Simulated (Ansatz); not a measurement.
# BH4NOS: two geometries relaxed

Are the two ends of the inversion of the pyramid at N1 separate minima, and which lies lower? Each is relaxed from a guess. SMILES of the start: NB(O)S.

Method: RKS B3LYP-D4/def2-SVP, in Ansatz 0.2.0.

## (1) The system as given

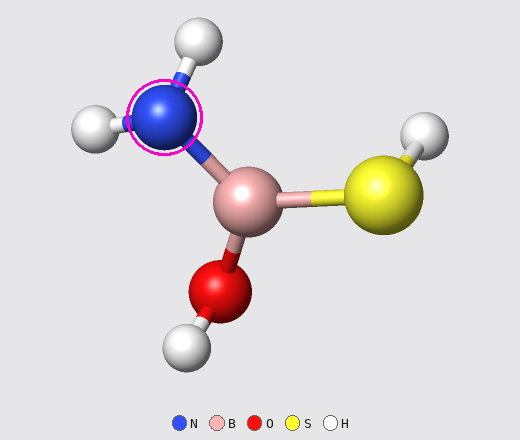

Start, viewed from a chosen angle; nitrogen blue, boron pink, oxygen red, sulfur yellow, hydrogen white. Ringed: N1.

As a file:

```xyz
8

N     0.7744    1.0491    0.0361
B     0.0410   -0.2665   -0.0772
O     0.0502   -1.1920    1.0363
S    -0.7790   -0.7365   -1.6619
H    -0.0218    1.8099   -0.0725
H     1.1276    1.1930    0.9837
H     0.9254   -1.7328    0.9039
H    -2.0257   -0.1814   -1.2043
```

## (2) Relaxing end A

Contents of input.yaml:

```yaml
crystal:
  periodic: [false, false, false]
  atoms:
    - { symbol: "N", position_ang: [0.7744, 1.0491, 0.0361] }
    - { symbol: B, position_ang: [0.041, -0.2665, -0.0772] }
    - { symbol: O, position_ang: [0.0502, -1.192, 1.0363] }
    - { symbol: S, position_ang: [-0.779, -0.7365, -1.6619] }
    - { symbol: H, position_ang: [-0.0218, 1.8099, -0.0725] }
    - { symbol: H, position_ang: [1.1276, 1.193, 0.9837] }
    - { symbol: H, position_ang: [0.9254, -1.7328, 0.9039] }
    - { symbol: H, position_ang: [-2.0257, -0.1814, -1.2043] }
basis:
  gaussian: { orbitals: def2-SVP }
hamiltonian:
  xc: b3lyp
  dispersion: d4
relax:
  f_tol: 0.015
  max_steps: 40
```

On the command line:

```console
$ ansatz run input.yaml --threads 1 --pin off --max-ram 2048MiB --backend cpu --events-out ev --progress --plain --runs-dir out
```

The program printed, cut to the lines that bear on the results:

```text
Warning: RAYON_NUM_THREADS=1 ignored (pool sized by the plan → 1); use --threads N
[...]
Functional definition: B3LYP
[...]
862 factors; integrals over basis functions are off by at most 3.6e-4 eV
[...]
mean field -15109.65792359 eV, -555.2696869980 hartree, gradient 1.3e-5 eV, S^2 0.000000; 0 other end points of the search recorded, 0 dependent functions left out
[...]
reference -15109.65813902 eV, -555.2696949147 hartree; 20, 20 occupied and 60, 60 virtual orbitals, 862 factors
relax step   1: F+E_penalty+E_count = -15109.88594141 eV  Δ(F+E_penalty+E_count) = +0.000e0 eV  max|allowed force component| = 3.761e0 eV/Å  Δτ_max = 0.0000 Å  (28 SCF iters, accepted)
[...]
relax step   4: F+E_penalty+E_count = -15111.08659574 eV  Δ(F+E_penalty+E_count) = -2.031e-1 eV  max|allowed force component| = 1.591e0 eV/Å  Δτ_max = 0.2000 Å  (28 SCF iters, accepted)
[...]
relax step   7: F+E_penalty+E_count = -15111.45254682 eV  Δ(F+E_penalty+E_count) = -5.934e-2 eV  max|allowed force component| = 2.349e-1 eV/Å  Δτ_max = 0.2000 Å  (29 SCF iters, accepted)
[...]
relax step  10: F+E_penalty+E_count = -15111.51460610 eV  Δ(F+E_penalty+E_count) = -2.562e-2 eV  max|allowed force component| = 1.654e-1 eV/Å  Δτ_max = 0.0451 Å  (31 SCF iters, accepted)
[...]
relax step  13: F+E_penalty+E_count = -15111.52499615 eV  Δ(F+E_penalty+E_count) = -4.503e-4 eV  max|allowed force component| = 1.848e-2 eV/Å  Δτ_max = 0.0045 Å  (24 SCF iters, accepted)
[...]
relax step  14: F+E_penalty+E_count = -15111.52501155 eV  Δ(F+E_penalty+E_count) = -1.540e-5 eV  max|allowed force component| = 8.157e-3 eV/Å  Δτ_max = 0.0032 Å  (23 SCF iters, accepted)
863 factors; integrals over basis functions are off by at most 5.7e-4 eV
mean field -15111.29450596 eV, -555.3298302907 hartree, gradient 1.2e-5 eV, S^2 0.000000; 1 other end points of the search recorded, 0 dependent functions left out
[...]
reference -15111.29471440 eV, -555.3298379507 hartree; 20, 20 occupied and 60, 60 virtual orbitals, 863 factors
Total energy: -15111.52521999 eV, -555.3383088749 hartree
Atom 0 at     0.629833     1.215188     0.262563 Å, force     0.004286     0.001243     0.006330 eV/Å
Atom 1 at     0.052671    -0.043681     0.026483 Å, force    -0.008157    -0.004098    -0.006852 eV/Å
Atom 2 at     0.311838    -1.063220     0.905043 Å, force     0.000566    -0.000909    -0.001413 eV/Å
Atom 3 at    -1.005197    -0.240100    -1.489745 Å, force     0.000722     0.000514     0.000042 eV/Å
Atom 4 at     0.426989     2.044085    -0.278186 Å, force    -0.001487    -0.003306    -0.002052 eV/Å
Atom 5 at     1.276733     1.358052     1.028499 Å, force     0.002622     0.003425     0.002108 eV/Å
Atom 6 at    -0.007020    -1.924792     0.619731 Å, force     0.001544     0.002984     0.001570 eV/Å
Atom 7 at    -1.593745    -1.402734    -1.130287 Å, force    -0.000095     0.000146     0.000267 eV/Å
Dipole moment:     0.051828    -0.041834     0.120180 e Å
```

It took 96 s on 1 thread of Intel Xeon at 2.50GHz (Skylake/Cascade Lake), shared host; peak memory 0.16 GiB.

Step by step:

```
step  energy from step 1 (eV)  largest force component (eV/Å)
   1                   0.0000                          3.7608
   2                  -0.6213                          2.7594
   3                  -0.9975                          2.5979
   4                  -1.2007                          1.5907
   5                  -1.3298                          1.8482
   6                  -1.5073                          0.5020
   7                  -1.5666                          0.2349
   8                  -1.5723                          0.5537
   9                  -1.6030                          0.7412
  10                  -1.6287                          0.1654
  11                  -1.6365                          0.1657
  12                  -1.6386                          0.2054
  13                  -1.6391                          0.0185
  14                  -1.6391                          0.0082
```

Step 1 is the start.

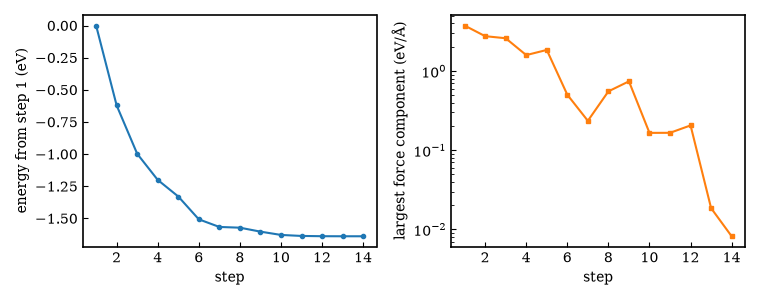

How energy and force went from step to step.

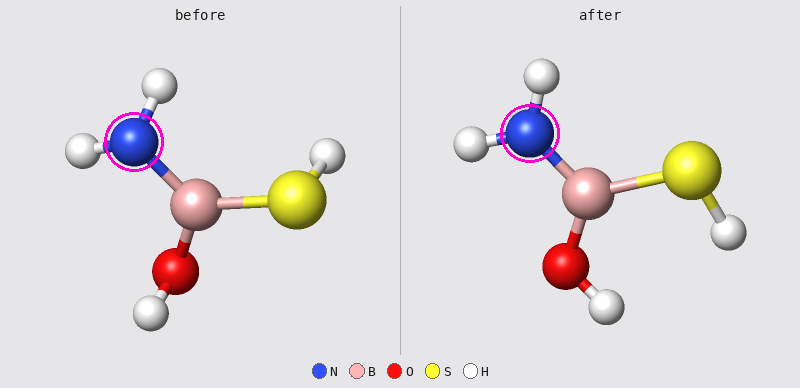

The structure before (left) and after (right), drawn at the same scale.

After: Bond lengths: N1–B2 1.405 Å, B2–O3 1.371 Å, B2–S4 1.859 Å, N1–H5 1.010 Å, N1–H6 1.013 Å, O3–H7 0.962 Å, S4–H8 1.352 Å. Angles: N1–B2–O3 118.8°, N1–B2–S4 117.7°, O3–B2–S4 123.5°, B2–N1–H5 124.2°, B2–N1–H6 121.1°, H5–N1–H6 114.7°, B2–O3–H7 114.4°, B2–S4–H8 97.0°.

## (3) Relaxing end B

The second end starts from a geometry with the move made by hand.

input.yaml: that of step 2 with these lines changed.

```diff
@@ -7,4 +7,4 @@
     - { symbol: S, position_ang: [-0.779, -0.7365, -1.6619] }
-    - { symbol: H, position_ang: [-0.0218, 1.8099, -0.0725] }
-    - { symbol: H, position_ang: [1.1276, 1.193, 0.9837] }
+    - { symbol: H, position_ang: [0.86988, 1.39366, -1.01114] }
+    - { symbol: H, position_ang: [1.73936, 0.90743, 0.33972] }
     - { symbol: H, position_ang: [0.9254, -1.7328, 0.9039] }
```

On the command line:

```console
$ ansatz run input.yaml --threads 1 --pin off --max-ram 2048MiB --backend cpu --events-out ev --progress --plain --runs-dir out
```

The program printed, cut to the lines that bear on the results:

```text
Warning: RAYON_NUM_THREADS=1 ignored (pool sized by the plan → 1); use --threads N
[...]
[... 1 set-up line as earlier in the session ...]
[...]
863 factors; integrals over basis functions are off by at most 3.1e-4 eV
[...]
mean field -15109.71439497 eV, -555.2717622830 hartree, gradient 7.8e-6 eV, S^2 0.000000; 0 other end points of the search recorded, 0 dependent functions left out
[...]
reference -15109.71461146 eV, -555.2717702387 hartree; 20, 20 occupied and 60, 60 virtual orbitals, 863 factors
relax step   1: F+E_penalty+E_count = -15109.94293487 eV  Δ(F+E_penalty+E_count) = +0.000e0 eV  max|allowed force component| = 3.818e0 eV/Å  Δτ_max = 0.0000 Å  (28 SCF iters, accepted)
[...]
relax step   4: F+E_penalty+E_count = -15111.02916514 eV  Δ(F+E_penalty+E_count) = -2.507e-1 eV  max|allowed force component| = 1.467e0 eV/Å  Δτ_max = 0.1938 Å  (30 SCF iters, accepted)
[...]
reference -15111.29468966 eV, -555.3298370414 hartree; 20, 20 occupied and 60, 60 virtual orbitals, 864 factors
Total energy: -15111.52519671 eV, -555.3383080194 hartree
Atom 0 at     1.098817     0.972074    -0.215977 Å, force     0.000894    -0.002799     0.003424 eV/Å
Atom 1 at     0.234537    -0.134604    -0.166968 Å, force     0.000803     0.005734    -0.003766 eV/Å
Atom 2 at     0.335818    -1.004536     0.887228 Å, force     0.004355     0.000386     0.001419 eV/Å
Atom 3 at    -0.972008    -0.353524    -1.564341 Å, force    -0.002970    -0.002278     0.001373 eV/Å
Atom 4 at     1.037653     1.710519    -0.902777 Å, force    -0.003342    -0.003703     0.000726 eV/Å
Atom 5 at     1.829726     1.096209     0.473970 Å, force     0.001526     0.000352     0.000349 eV/Å
Atom 6 at    -0.186167    -1.806922     0.792178 Å, force    -0.002204     0.001826    -0.000251 eV/Å
Atom 7 at    -1.782836    -1.238226    -0.941833 Å, force     0.000937     0.000483    -0.003273 eV/Å
Dipole moment:     0.052855    -0.028721     0.123430 e Å
```

Wall time 82 s (1 thread of Intel Xeon at 2.50GHz (Skylake/Cascade Lake), shared host); peak memory 0.16 GiB.

Step by step:

| step | energy from step 1 (eV) | largest force component (eV/Å) |
| --- | --- | --- |
| 1 | 0.0000 | 3.8178 |
| 2 | -0.5720 | 1.9857 |
| 3 | -0.8355 | 2.0839 |
| 4 | -1.0862 | 1.4671 |
| 5 | -1.2729 | 0.7951 |
| 6 | -1.4287 | 0.5097 |
| 7 | -1.5247 | 0.3880 |
| 8 | -1.5737 | 0.1279 |
| 9 | -1.5808 | 0.0985 |
| 10x | -1.5744 | 0.2617 |
| 11 | -1.5816 | 0.0586 |
| 12 | -1.5821 | 0.0057 |

Step 1 is the start. 1 step was tried and not accepted (10; marked x where the table lists them).

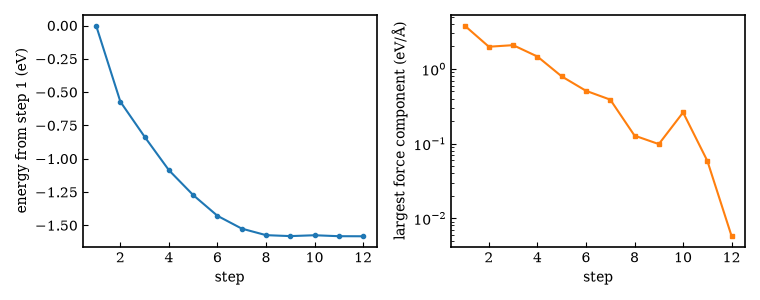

Energy and largest force along the relaxation.

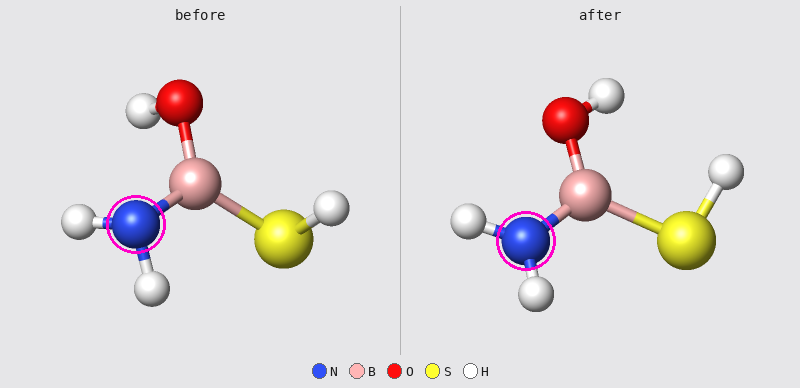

Before and after, at one scale.

After: Bond lengths: N1–B2 1.405 Å, B2–O3 1.371 Å, B2–S4 1.859 Å, N1–H5 1.010 Å, N1–H6 1.013 Å, O3–H7 0.962 Å, S4–H8 1.352 Å. Angles: N1–B2–O3 118.8°, N1–B2–S4 117.8°, O3–B2–S4 123.5°, B2–N1–H5 124.2°, B2–N1–H6 121.1°, H5–N1–H6 114.7°, B2–O3–H7 114.4°, B2–S4–H8 96.9°.

## (4) Summary of results

| quantity | value |
| --- | --- |
| end A | 13 moves, 1.639 eV lower |
| end B | 10 moves, 1.582 eV lower |
| largest difference between the ends | 0.01 Å |
| end B relative to end A | +0.000 eV |

**Reading.** Both starts fell into the same minimum (no atom differs by more than 0.01 Å), so from this start no second minimum was found and no band was run; another arrangement could still be one.
